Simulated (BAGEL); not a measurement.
**AlCl3F− (SMILES [F][Al-]([Cl])([Cl])[Cl]): HF/6-31G(d) (density fitting with qzvpp-jkfit, spherical functions)**

What is the vertical ionisation energy of AlCl3F− at HF/6-31G* (density fitting with qzvpp-jkfit, spherical functions)? 

The calculation is run with BAGEL 1.2.2.

### 1 The system as given

AlCl3F−: 5 atoms, total charge -1, spin state singlet. SMILES: `[F][Al-]([Cl])([Cl])[Cl]`. Geometry: a GFN2-xTB relaxation, a rough one for these elements and not checked as a minimum.

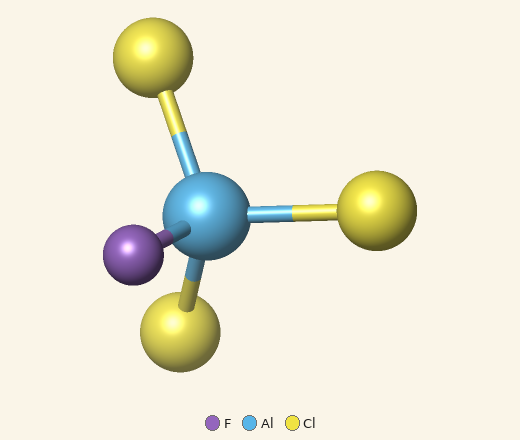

Viewed from a chosen angle; fluorine purple, aluminium blue, chlorine yellow.

### 2 The energy at HF/6-31G(d) (density fitting with qzvpp-jkfit, spherical functions)

hf.json

```json
{ "bagel" : [

{
  "title" : "molecule",
  "basis" : "6-31gs.json",
  "df_basis" : "qzvpp-jkfit",
  "angstrom" : "true",
  "geometry" : [
    { "atom" : "F", "xyz" : [      -0.663180,      -0.084090,       1.637130 ] },
    { "atom" : "Al", "xyz" : [      -0.029700,      -0.004260,       0.070280 ] },
    { "atom" : "Cl", "xyz" : [       1.699900,      -1.208570,      -0.037160 ] },
    { "atom" : "Cl", "xyz" : [      -1.476100,      -0.701090,      -1.299310 ] },
    { "atom" : "Cl", "xyz" : [       0.469090,       1.998020,      -0.370950 ] }
  ]
},

{ "title" : "hf", "charge" : -1 },

{ "title" : "print", "file" : "orbitals.molden", "orbitals" : "true" }

]}
```

The basis set 6-31G* is read from a file made from the Basis Set Exchange's data (not shown).

On the command line:

```console
BAGEL_NUM_THREADS=1 BAGEL hf.json > hf.out
```

Output:

```text
* using 1 threads per process

  ===============================================================
  ===============================================================

  *** Geometry ***

  { "atom" : "F", "xyz" : [     -1.253229,     -0.158907,      3.093727 ] },
  { "atom" : "Al", "xyz" : [     -0.056125,     -0.008050,      0.132810 ] },
  { "atom" : "Cl", "xyz" : [      3.212345,     -2.283866,     -0.070222 ] },
  { "atom" : "Cl", "xyz" : [     -2.789425,     -1.324868,     -2.455340 ] },
  { "atom" : "Cl", "xyz" : [      0.886452,      3.775711,     -0.700994 ] },

  Number of auxiliary basis functions:      589

  Since a DF basis is specified, we compute 2- and 3-index integrals:
    o Being stored without compression. Storage requirement is 0.035 GB

  Number of basis functions:       86
  Number of electrons      :       73

    * METHOD: MOLECULE                             0.31

  *** RHF ***

  === Nuclear Repulsion ===
   413.8748783560

      * DIIS with orbital gradients will be used.

  === RHF iteration (6-31gs.json) ===
      0      -1720.01064183          0.01451710           0.12
      1      -1720.12668311          0.00935619           0.12
      2      -1720.17604013          0.00074594           0.12
      3      -1720.17672031          0.00016870           0.13
      4      -1720.17677734          0.00003003           0.12
      5      -1720.17677851          0.00000852           0.12
      6      -1720.17677860          0.00000283           0.12
      7      -1720.17677861          0.00000034           0.12
      8      -1720.17677861          0.00000012           0.12
      9      -1720.17677862          0.00000005           0.12
     10      -1720.17677862          0.00000001           0.12
    * SCF iteration converged.

    * Permanent dipole moment:
           (   -0.073454,    -0.007693,     0.192607) a.u.

    * METHOD: HF                                   1.52

    * METHOD: PRINT                                0.01

  ===============================================================
```

Wall time 2 s (1 thread of Arm Neoverse V2, shared host); peak memory 0.16 GiB.

### 3 Doublet neutral AlCl3F, same level

hf.json

```json
{ "bagel": [

{
  "title": "molecule",
  "basis": "6-31gs.json",
  "df_basis": "qzvpp-jkfit",
  "angstrom": "true",
  "geometry": [
    { "atom": "F", "xyz": [   -0.663180,   -0.084090,    1.637130 ] },
    { "atom": "Al", "xyz": [   -0.029700,   -0.004260,    0.070280 ] },
    { "atom": "Cl", "xyz": [    1.699900,   -1.208570,   -0.037160 ] },
    { "atom": "Cl", "xyz": [   -1.476100,   -0.701090,   -1.299310 ] },
    { "atom": "Cl", "xyz": [    0.469090,    1.998020,   -0.370950 ] }
  ]
},
{
  "title": "uhf",
  "nopen": 1
},
{
  "title": "print",
  "file": "orbitals.molden",
  "orbitals": "true"
}

]}
```

The basis set 6-31G* is read from a file made from the Basis Set Exchange's data (not shown).

On the command line:

```console
BAGEL_NUM_THREADS=1 BAGEL hf.json > hf.out
```

Output:

```text
* using 1 threads per process

  ===============================================================
  ===============================================================

  *** Geometry ***

  { "atom" : "F", "xyz" : [     -1.253229,     -0.158907,      3.093727 ] },
  { "atom" : "Al", "xyz" : [     -0.056125,     -0.008050,      0.132810 ] },
  { "atom" : "Cl", "xyz" : [      3.212345,     -2.283866,     -0.070222 ] },
  { "atom" : "Cl", "xyz" : [     -2.789425,     -1.324868,     -2.455340 ] },
  { "atom" : "Cl", "xyz" : [      0.886452,      3.775711,     -0.700994 ] },

  Number of auxiliary basis functions:      589

  Since a DF basis is specified, we compute 2- and 3-index integrals:
    o Being stored without compression. Storage requirement is 0.035 GB

  Number of basis functions:       86
  Number of electrons      :       73

    * METHOD: MOLECULE                             0.32

  *** Open-shell HF ***

  === Nuclear Repulsion ===
   413.8748783560

      * DIIS with orbital gradients will be used.

  === UHF iteration (6-31gs.json) ===
      0      -1719.77222609          0.02944243           0.25
      1      -1719.87059662          0.01996638           0.24
      2      -1719.90493170          0.01250561           0.24
      3      -1719.92691474          0.00041250           0.24
      4      -1719.92714069          0.00011021           0.23
      5      -1719.92716735          0.00005323           0.23
      6      -1719.92718057          0.00005535           0.24
      7      -1719.92717847          0.00005393           0.27
      8      -1719.92716031          0.00002446           0.31
      9      -1719.92715905          0.00001180           0.32
     10      -1719.92715920          0.00000347           0.31
     11      -1719.92715937          0.00000263           0.29
     12      -1719.92715941          0.00000239           0.24
     13      -1719.92715944          0.00000229           0.24
     14      -1719.92715947          0.00000234           0.24
     15      -1719.92715945          0.00000216           0.24
     16      -1719.92715946          0.00000211           0.24
     17      -1719.92715947          0.00000212           0.23
     18      -1719.92715946          0.00000208           0.24
     19      -1719.92715946          0.00000208           0.24
     20      -1719.92715947          0.00000220           0.24
     21      -1719.92715946          0.00000181           0.25
     22      -1719.92715947          0.00000186           0.31
     23      -1719.92715947          0.00000186           0.31
     24      -1719.92715948          0.00000190           0.32
     25      -1719.92715947          0.00000179           0.31
     26      -1719.92715948          0.00000171           0.24
     27      -1719.92715950          0.00000168           0.24
     28      -1719.92715951          0.00000175           0.24
     29      -1719.92715951          0.00000172           0.23
     30      -1719.92715951          0.00000164           0.24
     31      -1719.92715950          0.00000155           0.24
     32      -1719.92715951          0.00000169           0.24
     33      -1719.92715951          0.00000172           0.25
     34      -1719.92715950          0.00000157           0.24
     35      -1719.92715949          0.00000152           0.24
     36      -1719.92715949          0.00000133           0.24
     37      -1719.92715951          0.00000045           0.24
     38      -1719.92715951          0.00000027           0.24
     39      -1719.92715951          0.00000018           0.25
     40      -1719.92715951          0.00000018           0.31
     41      -1719.92715951          0.00000018           0.31
     42      -1719.92715951          0.00000015           0.31
     43      -1719.92715951          0.00000013           0.31
     44      -1719.92715951          0.00000011           0.24
     45      -1719.92715951          0.00000010           0.24
     46      -1719.92715951          0.00000008           0.23
     47      -1719.92715951          0.00000007           0.23
     48      -1719.92715951          0.00000006           0.24
     49      -1719.92715951          0.00000006           0.24
     50      -1719.92715951          0.00000007           0.24
     51      -1719.92715951          0.00000006           0.25
     52      -1719.92715951          0.00000006           0.24
     53      -1719.92715951          0.00000006           0.24
     54      -1719.92715951          0.00000005           0.24
     55      -1719.92715951          0.00000005           0.24
     56      -1719.92715951          0.00000004           0.24
     57      -1719.92715951          0.00000003           0.24
     58      -1719.92715951          0.00000002           0.31
     59      -1719.92715951          0.00000001           0.31
     60      -1719.92715951          0.00000001           0.31
    * SCF iteration converged.

    * S^2 (UHF) is 0.7772

    * Permanent dipole moment:
           (   -0.318949,    -0.034345,     0.824873) a.u.

    * METHOD: UHF                                 15.92

    * METHOD: PRINT                                0.01

  ===============================================================
```

Wall time 17 s (1 thread of Arm Neoverse V2, shared host); peak memory 0.16 GiB.

### 4 Outcome

At HF/6-31G* (density fitting with qzvpp-jkfit, spherical functions):

```
                                                              quantity           value
                                         singlet AlCl3F−: total energy  -1720.17678 Eh
                                          singlet AlCl3F−: HOMO energy        -7.44 eV
                                          singlet AlCl3F−: LUMO energy         8.47 eV
singlet AlCl3F−: HOMO–LUMO gap (to an unbound level, set by the basis)        15.91 eV
                                  doublet neutral AlCl3F: total energy  -1719.92716 Eh
                                 doublet neutral AlCl3F: dipole moment          2.25 D
                                          doublet neutral AlCl3F: ⟨S²⟩           0.777
                   vertical detachment energy (to the doublet neutral)        6.792 eV
```

In words: Removing an electron at fixed nuclei costs 6.79 eV (655 kJ/mol). The negative HOMO energy of the first species, 7.44 eV, lies 0.65 eV above that difference.
